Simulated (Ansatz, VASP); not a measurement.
# Cross-check of ZnCu2SnS4 between VASP and Ansatz, part 2 of 2

One calculation is typed for both programs; each brings its own data sets. How far apart do they land? The cell is taken from a series of VASP runs on this material, whose earlier steps may have relaxed, scaled or displaced it; both programs get it as it stands. Valence electrons are named where the data sets of a main pair hold unlike numbers.

VASP 6.6.1 and Ansatz 0.2.0.

So far: The structure; Ansatz: band structure, LDA; VASP: band structure, LDA.

## Step 4: Differences

Known differences besides the potentials themselves: the two LDA forms differ slightly; the data sets hold 88 valence electrons in Ansatz (on its default PAW (the set named soft_2) files) and 72 in VASP; the cutoff is 420 eV in Ansatz and 400 eV in VASP; VASP's log shows a relativistic correction to its local exchange, Ansatz's none. Total energies have different zeros and are not compared.

The two programs side by side:

```tsv
quantity	Ansatz	VASP	difference
pressure (GPa)	0.02	0.02	0.00
pressure without Ansatz's Pulay correction (GPa)	-0.04	0.02	-0.06
gap over the path points (eV)	0.150	0.194	-0.044
```

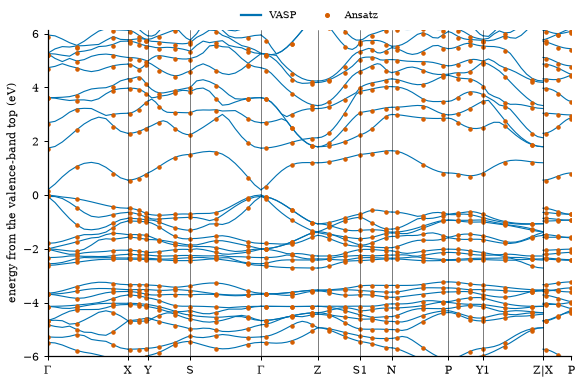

Bands from VASP (lines) and levels from Ansatz (dots). Dots without a line are higher empty bands that the VASP plot leaves out.

Levels at points of the path, from each program's valence-band top (eV; 4 filled, then empty):

```tsv
k (reciprocal lattice)	Ansatz	VASP
0.000 0.000 0.000	-1.80 -0.05 -0.05 0.00 0.15 1.73 2.66	-1.80 -0.05 -0.05 0.00 0.19 1.74 2.69
0.000 0.000 0.182	-1.54 -1.12 -0.47 -0.14 1.04 2.41 3.17	-1.54 -1.12 -0.46 -0.14 1.07 2.43 3.20
0.000 0.000 0.409	-1.21 -1.05 -0.73 -0.44 0.80 2.54 2.97	-1.21 -1.04 -0.72 -0.44 0.83 2.58 3.00
-0.011 0.011 0.500	-0.97 -0.87 -0.65 -0.49 0.52 2.26 3.01	-0.97 -0.87 -0.65 -0.49 0.56 2.29 3.04
-0.068 0.068 0.500	-0.98 -0.89 -0.72 -0.57 0.60 2.33 3.18	-0.98 -0.89 -0.72 -0.57 0.64 2.37 3.21
-0.114 0.114 0.500	-1.00 -0.92 -0.82 -0.68 0.74 2.44 3.40	-1.00 -0.92 -0.82 -0.68 0.78 2.48 3.44
-0.176 0.176 0.449	-1.20 -1.01 -0.89 -0.76 1.03 2.69 3.26	-1.20 -1.01 -0.89 -0.75 1.07 2.72 3.29
-0.245 0.245 0.381	-1.54 -1.22 -0.85 -0.72 1.36 2.46 3.04	-1.54 -1.21 -0.85 -0.72 1.40 2.48 3.07
-0.313 0.313 0.313	-1.62 -1.31 -0.83 -0.71 1.47 2.21 3.03	-1.62 -1.31 -0.83 -0.71 1.51 2.24 3.06
-0.199 0.199 0.199	-1.53 -1.07 -0.90 -0.65 1.56 2.81 3.14	-1.53 -1.07 -0.90 -0.65 1.60 2.84 3.17
```

At this near-relaxed geometry the largest component of a force difference is 30 meV/Å. Among the levels compared at these points, filled levels agree within 13 meV and empty ones within 44 meV. Ansatz's pressure holds a Pulay correction of 0.06 GPa; VASP's holds none.

## Step 5: Other set-ups

Further runs change the set-up of one program: Ansatz's method, potentials or start, or VASP's data sets, cutoff or form of LDA. The table gives Ansatz less VASP for each quantity, since a change that brings one quantity closer may part another.

```tsv
run	r.m.s. force difference (meV/Å)	pressure (GPa)	gap over the path points (eV)	pressure without Ansatz's Pulay correction (GPa)
as above	16	0.0023	-0.044	-0.056
cores kept as stored	17	0.095	-0.040	0.031
Ansatz's larger PAW set (cutoff 1050 eV)	15	0.014	-0.041	
norm-conserving potentials (cutoff 1252 eV)	27	-0.036	-0.049
```

## Step 6: Ansatz: single point, LDA

A single point gives forces, pressure and levels at one fixed geometry, so differences don't come from the geometry; what else differs is listed under the comparison.

The cell is taken from a series of VASP runs on this material, whose earlier steps may have relaxed, scaled or displaced it; both programs get it as it stands.

The input, input.yaml:

```yaml
crystal:
  lattice:
    - [-2.6607423928, 2.6607423911, 5.3138514369]
    - [2.6607423928, -2.6607423911, 5.3138514369]
    - [2.6607423911, 2.6607423928, -5.3138514369]
  atoms:
    - { symbol: Sn, position: [0.5, 0.5, 0.0] }
    - { symbol: Zn, position: [0.25, 0.75, 0.5] }
    - { symbol: Cu, position: [0.75, 0.25, 0.5] }
    - { symbol: Cu, position: [0.0, 0.0, 0.0] }
    - { symbol: S, position: [0.6387953666, 0.6299819112, 0.5292261405] }
    - { symbol: S, position: [0.8904307739, 0.3612046334, 0.9911865446] }
    - { symbol: S, position: [0.1007557707, 0.1095692261, 0.4707738595] }
    - { symbol: S, position: [0.3700180888, 0.8992442293, 0.0088134554] }
hamiltonian:
  xc: lda
  pseudopotentials: { kind: paw }
kpoints:
  mp_grid: { grid: [11, 11, 11] }
scf:
  occupations: { method: tetrahedron }
output:
  forces: true
  stress: true
  write_density: true
  write_potential: true
  elf: true
  volumetric_format: npy
```

Run with:

```console
ansatz run input.yaml --threads 4 --pin off --max-ram 9216MiB --backend cpu --events-out ev --progress --plain --runs-dir out
```

Numbers of over 12 decimals in the logs are rounded to 6 here.

The program printed:

```text
Warning: output.forces, output.stress, relax.cell or npt_langevin: where a Kohn–Sham band that disperses or a degenerate level is filled in part under the method tetrahedron, the forces or the stress that this run publishes need not agree with its energy (scf.occupations.method in the input reference, under Limitations); prefer a smearing scheme for the forces or the stress
[...]
k-point 0: bands = [... 40 lower, 6.8835, 8.6294, 8.6294, 8.6806, 8.8301, 10.4064, 11.3371, 12.2747, ... 5 higher]
  k-point 1: bands = [... 40 lower, 6.9628, 8.0791, 8.5514, 8.6074, 9.3245, 10.6341, 11.5322, 12.2071, ... 5 higher]
  k-point 2: bands = [... 40 lower, 7.1374, 7.5581, 8.2152, 8.5380, 9.7165, 11.0893, 11.8522, 12.1888, ... 5 higher]
  k-point 185: bands = [... 40 lower, 7.2577, 7.4627, 7.5593, 7.6476, 9.8833, 10.4873, 10.5753, 10.9323, ... 5 higher]
[key lines of the parts left out:]
SCF converged after 10 iterations
Free energy (F): -25719.252754 eV
Fermi energy:    8.680568 eV
P = ⅓ Tr σ = 0.0179 GPa (0.179 kbar)
```

Wall time 37 s (4 threads of Arm Neoverse V2, shared host); peak memory 1.2 GiB.

The run ends at a pressure of 0.02 GPa, with forces up to 0.045 eV/Å.

## Step 7: VASP: single point, LDA

The same cell, functional (in two slightly different forms), mesh and smearing now go to VASP, with its own data sets.

The input, INCAR:

```
SYSTEM = ZnCu2SnS4
PREC = Accurate
ENCUT = 400
EDIFF = 1E-06
NELM = 100
ISMEAR = -5
SIGMA = 0.05
LREAL = .FALSE.
ALGO = Normal
GGA = CA
NBANDS = 56
LORBIT = 11
LWAVE = .FALSE.
LCHARG = .FALSE.
KPAR = 4
NEDOS = 2001
```

The input, POSCAR:

```
ZnCu2SnS4
1.0
   -2.6607423928      2.6607423911      5.3138514369
    2.6607423928     -2.6607423911      5.3138514369
    2.6607423911      2.6607423928     -5.3138514369
Sn Zn Cu S
1 1 2 4
Direct
    0.5000000000      0.5000000000      0.0000000000
    0.2500000000      0.7500000000      0.5000000000
    0.7500000000      0.2500000000      0.5000000000
    0.0000000000      0.0000000000      0.0000000000
    0.6387953666      0.6299819112      0.5292261405
    0.8904307739      0.3612046334      0.9911865446
    0.1007557707      0.1095692261      0.4707738595
    0.3700180888      0.8992442293      0.0088134554
```

The input, KPOINTS:

```
Automatic mesh
0
Gamma
11 11 11
0 0 0
```

The projector-augmented-wave data sets are Sn_d, Zn, Cu and S (LDA family, release 64).

Run with:

```console
mpirun -np 4 vasp_std
```

The program printed:

```text
[... set-up lines as in an earlier step ...]
 entering main loop
       N       E                     dE             d eps       ncg     rms          rms(c)
DAV:   1     0.672452929431E+03    0.67245E+03   -0.25888E+04 21928   0.141E+03
DAV:   2     0.822843829735E+02   -0.59017E+03   -0.54923E+03 20936   0.413E+02
DAV:   3    -0.332388186810E+02   -0.11552E+03   -0.11093E+03 24528   0.165E+02
DAV:   4    -0.408743772307E+02   -0.76356E+01   -0.75599E+01 26424   0.457E+01
[...]
DAV:  14    -0.384574412511E+02    0.19681E-04   -0.11475E-04 31064   0.198E-01    0.242E-02
DAV:  15    -0.384574421845E+02   -0.93348E-06   -0.20077E-05 30632   0.406E-02    0.120E-02
DAV:  16    -0.384574419432E+02    0.24133E-06   -0.20000E-06 17328   0.262E-02
   1 F= -.38457442E+02 E0= -.38457442E+02  d E =0.000000E+00
```

From OUTCAR (step 7):

```text
  Total       -0.0042312     -0.0042312      0.0662000      0.0000000     -0.0000000      0.0000000
  in kB       -0.0450505     -0.0450505      0.7048451      0.0000003     -0.0000000      0.0000000
  external PRESSURE =       0.2049147 kB  Pullay stress =       0.0000000 kB

 POSITION                                       TOTAL-FORCE (eV/Angst)
 -----------------------------------------------------------------------------------
      0.00000      0.00000      5.31385        -0.000000      0.000000     -0.000000
      2.66074      0.00000      2.65693        -0.000000      0.000000     -0.000000
     -0.00000      2.66074      2.65693        -0.000000      0.000000     -0.000000
      0.00000      0.00000      0.00000        -0.000000      0.000000     -0.000000
      1.38468      1.43158      3.92986        -0.001429      0.008788      0.002363
      1.22916      4.04543      1.38399        -0.008788     -0.001429     -0.002363
      1.27606      1.22916     -1.38399         0.001429     -0.008788      0.002363
      1.43158     -1.38468      6.69784         0.008788      0.001429     -0.002363
 -----------------------------------------------------------------------------------
    total drift:                                0.000001      0.000001      0.000002

  FREE ENERGIE OF THE ION-ELECTRON SYSTEM (eV)
  ---------------------------------------------------
  free  energy   TOTEN  =       -38.4574419432 eV

  energy  without entropy=      -38.4574419432  energy(sigma->0) =      -38.45744194

[... 1 part as in an earlier step ...]

[... 2 further parts left out ...]
[key lines of the parts left out:]
E-fermi :   5.3760
```

The gap is read on the k-mesh alone, so it is an upper bound where the band edges lie off the mesh.

## Step 8: Side by side

What differs besides the data sets and the points named for the pairs above, as far as they apply: the data sets hold 88 valence electrons in Ansatz (on its default PAW (the set named soft_2) files) and 72 in VASP. Total energies have different zeros and are not compared.

The two programs side by side:

```tsv
quantity	Ansatz	VASP	difference
pressure (GPa)	0.02	0.02	0.00
pressure without Ansatz's Pulay correction (GPa)	-0.04	0.02	-0.06
gap on the k mesh (eV)	0.150	0.194	-0.044
```

At this near-relaxed geometry the largest component of a force difference is 29 meV/Å. A gap on the mesh is an upper bound, since the band edges may lie between its points. Ansatz's pressure holds a Pulay correction of 0.06 GPa; VASP's holds none.

## Step 9: Other set-ups

Further runs change the set-up of one program: Ansatz's method, potentials or start, or VASP's data sets, cutoff or form of LDA. The table gives Ansatz less VASP for each quantity, since a change that brings one quantity closer may part another.

```tsv
run	r.m.s. force difference (meV/Å)	pressure (GPa)	gap on the k mesh (eV)	pressure without Ansatz's Pulay correction (GPa)
as above	16	-0.0026	-0.044	-0.061
cores kept as stored	17	0.090	-0.041	0.027
norm-conserving potentials (cutoff 1252 eV)	27	-0.041	-0.050
```

## Step 10: Outcome

| Item | Value |
| --- | --- |
| r.m.s. force difference (band structure, LDA) | 16 meV/Å |
| difference in gap over the path points (band structure, LDA) | -0.044 eV |
| r.m.s. force difference (single point, LDA) | 16 meV/Å |
| difference in gap on the k mesh (single point, LDA) | -0.044 eV |

**Reading.** The r.m.s. force difference is 16 meV/Å (band structure, LDA), beyond the 12 meV/Å picked in this series as the mark of a large difference. The data sets hold unlike numbers of valence electrons (88 in Ansatz and 72 in VASP), so part of the differences comes from the potentials. Band structure, LDA, cores kept as stored: the difference in pressure goes from 0.0023 to 0.095 GPa; the difference in pressure without Ansatz's Pulay correction goes from -0.056 to 0.031 GPa. Band structure, LDA, Ansatz's larger PAW set (cutoff 1050 eV): the difference in pressure goes from 0.0023 to 0.014 GPa. Band structure, LDA, norm-conserving potentials (cutoff 1252 eV): r.m.s. force difference goes from 16 to 27 meV/Å; the difference in pressure goes from 0.0023 to -0.036 GPa. Single point, LDA, cores kept as stored: the difference in pressure goes from -0.0026 to 0.090 GPa; the difference in pressure without Ansatz's Pulay correction goes from -0.061 to 0.027 GPa. Single point, LDA, norm-conserving potentials (cutoff 1252 eV): r.m.s. force difference goes from 16 to 27 meV/Å; the difference in pressure goes from -0.0026 to -0.041 GPa. 1 further run of this series is not shown here. Such differences can come from data sets, numerical settings and the points named under the comparisons, not from the functional's error against experiment.

[Lines on the potential files, build, host, timing and source positions are cut from VASP's logs without a mark.]

[Logs are printed without paths, hosts, clocks, repeated set-up lines and the standing remarks that a program may print on its own settings, such as how far it seeks lower states.]

[Hosts, paths, dates, database ids (printed as entryN), source tags and the programs' standing remarks are cut or masked in the printed files.]
